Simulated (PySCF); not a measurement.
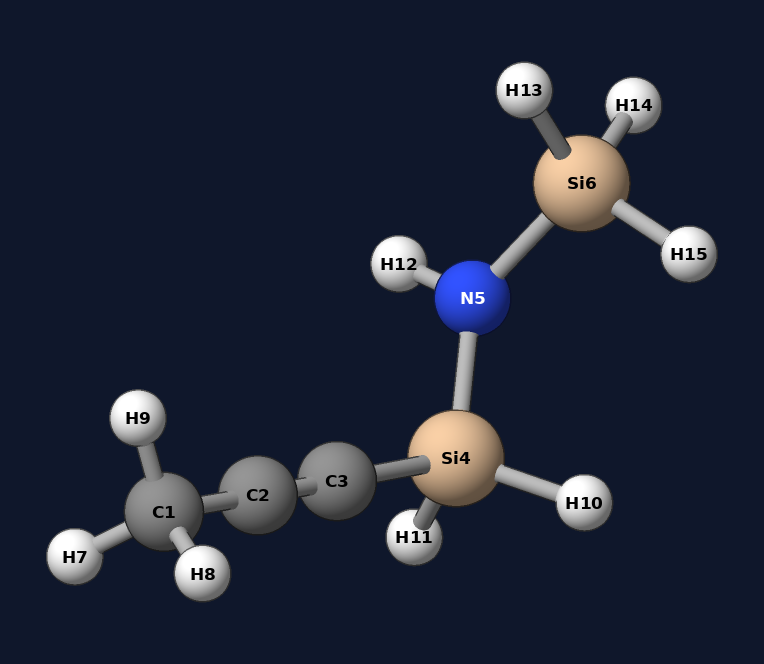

The geometry was computed by an optimisation with PBE0-D3(BJ)/def2-SVP. No frequency run is at hand to confirm it as a minimum. Properties computed with GIAO PBE/pcSseg-1 NMR shielding, non-relativistic, gas phase (PySCF 2.14.0). Principal shieldings σ11 ≤ σ22 ≤ σ33, span Ω = σ33 − σ11, skew κ = 3(σiso − σ22)/Ω.

Give the shielding tensors of the N atoms.

| atom | σ11 | σ22 | σ33 | σiso | Ω | κ |
| --- | --- | --- | --- | --- | --- | --- |
| N5 | 224.7 | 246.3 | 279.9 | 250.3 | 55.2 | 0.22 |

Shieldings and span in ppm.
